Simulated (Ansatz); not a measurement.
**V3Si, pressure series**

The parent structure is V3Si in the A15 (Cr3Si type) structure (space group Pm-3n, No. 223; a = 4.650 Å).

Cell and atoms are relaxed at each pressure.

The values are results of PBEsol (Ansatz, a quantum-chemistry and plane-wave program; PAW; 420 eV plane waves; no SOC), not measurements.

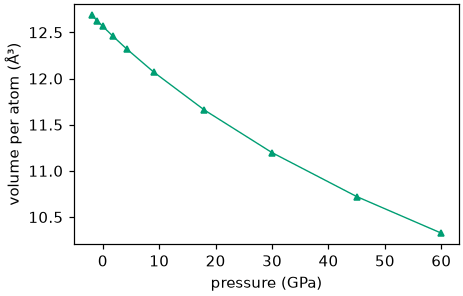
Fig. 1. Volume per atom against pressure

Question: From the plot, what is the volume per atom for pressure 1.8 GPa?

Answer: About 12.5 Å³.

Question: Is the trend monotonic over the range shown?

Answer: Yes, it falls throughout, spanning 10.33 Å³ to 12.69 Å³.

Load acts through the strain it causes; cell and atoms are relaxed under it. No phonon test of stability was made. No other phases were tried under pressure. Starting moments died away, wholly or in part, for the base; another magnetic solution may exist. All final runs are without spin polarisation.
